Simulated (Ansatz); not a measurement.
Reaction (SMILES): P (PH3) + H+ → [PH4+]
B3LYP-D3(BJ)/def2-TZVP geometries, fixed; electronic energies without zero-point terms; positive where energy is released.

Basis-set convergence of the proton affinity at B3LYP with Ansatz (an electronic-structure program). Cartesian d functions, on some or all atoms, in 6-31+G*, 6-311+G**; all else is spherical. The program fits the integrals of some runs and decomposes those of others, by size. No added dispersion term, no relativity. Functions are those of the species that has most. Reference: the value in pcseg-4, 193.48 kcal/mol, itself unsure by roughly 0.02 kcal/mol (its mean distance from aug-pcseg-3, aug-cc-pV(Q+d)Z, cc-pV(5+d)Z). Deviations are taken from unrounded values.

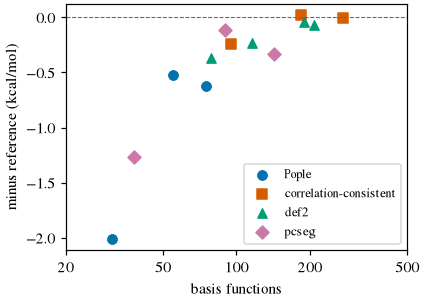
Fig. 1. Deviation from the reference against the number of basis functions, by family of sets.

```json
[
 {"basis": "6-31+G*", "functions": "31", "proton affinity (kcal/mol)": "191.47", "minus reference (kcal/mol)": "-2.01"},
 {"basis": "pcseg-1", "functions": "38", "proton affinity (kcal/mol)": "192.21", "minus reference (kcal/mol)": "-1.27"},
 {"basis": "6-311+G**", "functions": "55", "proton affinity (kcal/mol)": "192.95", "minus reference (kcal/mol)": "-0.52"},
 {"basis": "6-311++G(2d,2p)", "functions": "75", "proton affinity (kcal/mol)": "192.85", "minus reference (kcal/mol)": "-0.63"},
 {"basis": "def2-TZVPD", "functions": "79", "proton affinity (kcal/mol)": "193.10", "minus reference (kcal/mol)": "-0.37"},
 {"basis": "pcseg-2", "functions": "90", "proton affinity (kcal/mol)": "193.36", "minus reference (kcal/mol)": "-0.12"},
 {"basis": "cc-pV(T+d)Z", "functions": "95", "proton affinity (kcal/mol)": "193.23", "minus reference (kcal/mol)": "-0.24"},
 {"basis": "def2-TZVPPD", "functions": "116", "proton affinity (kcal/mol)": "193.24", "minus reference (kcal/mol)": "-0.24"},
 {"basis": "aug-pcseg-2", "functions": "142", "proton affinity (kcal/mol)": "193.15", "minus reference (kcal/mol)": "-0.33"},
 {"basis": "cc-pV(Q+d)Z", "functions": "184", "proton affinity (kcal/mol)": "193.50", "minus reference (kcal/mol)": "0.02"},
 {"basis": "def2-QZVPP", "functions": "190", "proton affinity (kcal/mol)": "193.44", "minus reference (kcal/mol)": "-0.04"},
 {"basis": "def2-QZVPPD", "functions": "208", "proton affinity (kcal/mol)": "193.41", "minus reference (kcal/mol)": "-0.07"},
 {"basis": "aug-cc-pV(Q+d)Z", "functions": "273", "proton affinity (kcal/mol)": "193.47", "minus reference (kcal/mol)": "-0.01"}
]
```
